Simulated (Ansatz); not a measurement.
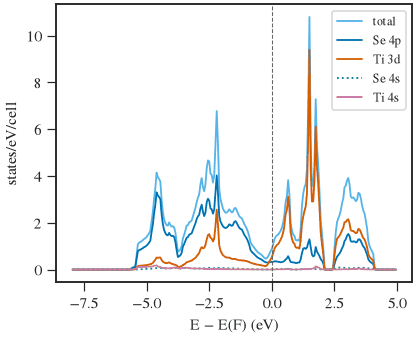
Total and projected density of states of TiSe2 (CdI2 type, space group No. 164), the program Ansatz at the PBE+D3(BJ) level (PAW)

### Question
Which orbitals carry the states next to the Fermi level?

### Answer
Within 0.5 eV of the Fermi level: Ti 3d 64 %, Se 4p 32 %. Projections are on Löwdin-orthogonalised atomic valence shells; empty p or d shells of many metals are not among them.

### Question
Where is the tallest occupied peak in this window, and what makes it?

### Answer
Near -2.2 eV, about 6.8 states/eV per cell; the largest projected share is Se 4p.

Space group P-3m1 (CdI2 type). Symmetry was held in the PBE+D3(BJ) relaxation. The run is not spin-polarised. Spin–orbit coupling is left out wherever it is not named.

Potentials: the later of the program's two PAW sets.
